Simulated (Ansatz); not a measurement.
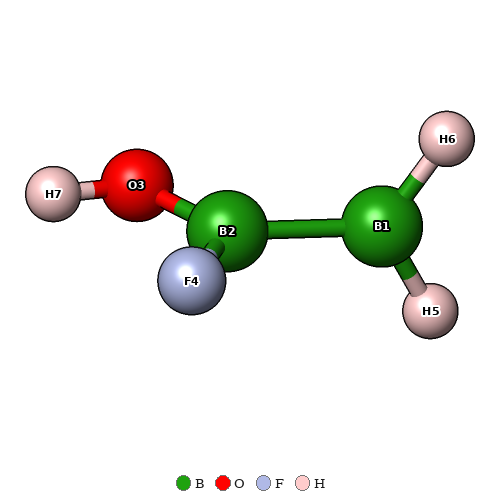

The system is B2FH3O, SMILES BB(O)F; the picture shows the reference structure. Coordinates scanned: (1) dihedral B1–B2–O3–H7; (2) dihedral H5–B1–B2–O3. Nothing is relaxed (all other coordinates rigid). The grid has 10 × 10 points; 98 points were computed and 2 follow by symmetry. Energies: kJ/mol, counted from the relaxed molecule at the same level. Method: Ansatz 0.2.0, RHF-MP2, frozen core/def2-TZVP.

Its coordinates:

```xyz
7

B    -0.7387    0.9795   -0.1549
B     0.2853   -0.3756   -0.1394
O     0.6954   -0.9344    1.0299
F     0.7107   -0.9222   -1.2968
H    -1.9249    0.8622   -0.1742
H    -0.3020    2.0888   -0.1572
H     1.2742   -1.6982    0.8927
```

Range: dihedral B1–B2–O3–H7 from −180 to 144°; dihedral H5–B1–B2–O3 from −180 to 144°.

What landscape does the calculation give?

The lowest grid point is at dihedral B1–B2–O3–H7 = −180°, dihedral H5–B1–B2–O3 = −108°, 1.3 kJ/mol from the relaxed molecule at the same level. The same energy is found at dihedral B1–B2–O3–H7 = −180°, dihedral H5–B1–B2–O3 = 72°. Other grid points that lie below all their neighbours: dihedral B1–B2–O3–H7 = 0°, dihedral H5–B1–B2–O3 = 72° (9.8 kJ/mol higher); dihedral B1–B2–O3–H7 = 0°, dihedral H5–B1–B2–O3 = −108° (9.9 kJ/mol higher). The highest grid point, dihedral B1–B2–O3–H7 = 72°, dihedral H5–B1–B2–O3 = −180°, lies 65.8 kJ/mol above the lowest.

```
dihedral H5–B1–B2–O3 ↓, dihedral B1–B2–O3–H7 →  −180  −144  −108   −72   −36     0    36    72   108   144
                                           144   9.3  23.9  55.4  61.0  35.1  16.5  28.4  56.5  58.8  29.1
                                           108   1.4  15.2  42.9  47.3  25.6  11.2  21.6  44.6  44.9  18.3
                                            72   1.3  18.1  44.8  44.5  21.6  11.1  25.5  47.1  42.8  15.2
                                            36   9.2  28.9  58.6  56.3  28.2  16.4  35.0  60.8  55.2  23.7
                                             0  14.3  32.7  65.8  67.1  36.9  19.8  37.0  67.1  65.6  32.6
                                           −36   9.3  24.0  55.5  61.1  35.2  16.6  28.5  56.6  58.8  29.0
                                           −72   1.4  15.3  43.1  47.4  25.7  11.3  21.7  44.7  45.0  18.2
                                          −108   1.3  18.1  44.8  44.6  21.7  11.2  25.6  47.2  42.9  15.2
                                          −144   9.2  28.9  58.6  56.4  28.3  16.5  35.1  60.9  55.3  23.8
                                          −180  14.3  32.6  65.7  67.0  36.9  19.8  37.0  67.1  65.7  32.7
```

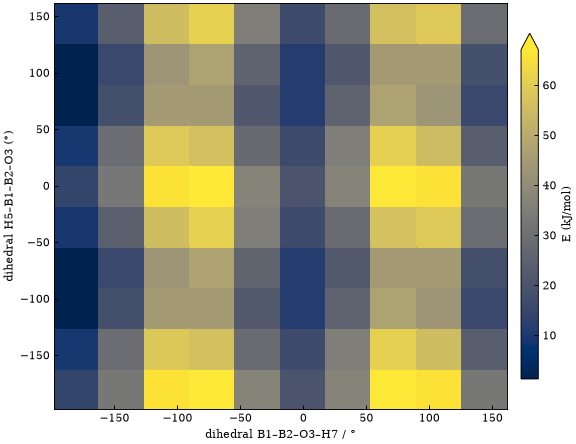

In the figure: one coloured cell a grid point, one colour for all values above the top of the scale.

Each point was launched as `ansatz run input.yaml --threads 1 --pin off --max-ram 2560MiB --backend cpu --events-out ev --progress --plain --runs-dir out`. Time for the 98 points that were run: 7.7 min on 1 thread of Arm Neoverse V2 (shared host).
